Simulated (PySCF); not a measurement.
H4OSi···CH4O (SMILES O[SiH3].CO)

```xyz
12

O    -0.3525   -1.4619   -0.1278
Si   -0.0843    0.1476    0.2041
H     0.3688   -2.0847    0.0808
H     0.1836    0.3708    1.6623
H    -1.3175    0.8826   -0.1900
H     1.0882    0.6890   -0.5532
C     2.2066   -2.7876    1.8904
O     1.6501   -3.2059    0.6597
H     2.7077   -1.8291    1.7078
H     1.4328   -2.6366    2.6602
H     2.9548   -3.5052    2.2604
H     1.2767   -4.0861    0.7508
```

Geometry: PBE0-D3(BJ)/def2-SVPD.

All numbers below come from wB97M-D3(BJ)/def2-TZVPD, SCF density, gas phase in PySCF 2.14.0.

Predict the electron density and electron localisation function between the atoms.

O8···H3 (1.80 Å): the density falls to about 0.24 e/Å³ on the way; the ELF dips to about 0.10 between them; a closed-shell contact with the geometry of a hydrogen bond.
C–O (1.41 Å): ρ at the midpoint is about 2 e/Å³, with its minimum of 1.7 e/Å³ about 0.5 Å from C; the ELF peaks at about 0.90 between the atoms (a polar covalent bond).
O–H (0.98 Å): the density is about 3.7 e/Å³ at the midpoint; the ELF climbs to about 1 towards the hydrogen, as it does in any bond to H; an ordinary covalent bond to hydrogen.
C–H (1.10 Å): ρ is about 2 e/Å³ halfway; the ELF climbs to about 1 towards the hydrogen; an ordinary covalent bond to hydrogen.

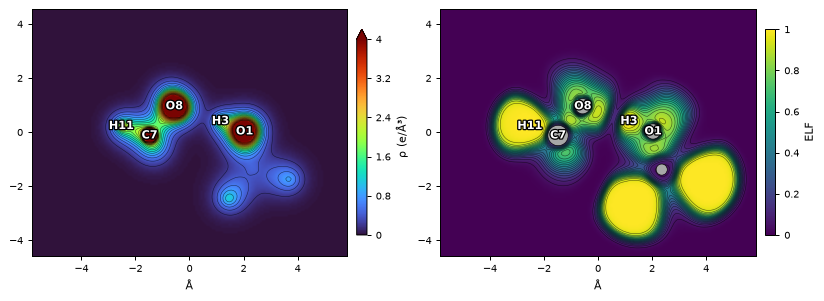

Computed electron density and electron localisation function on the plane of atoms O8, C7 and H11, in this order. Grey discs cover the atomic cores in the ELF map. 
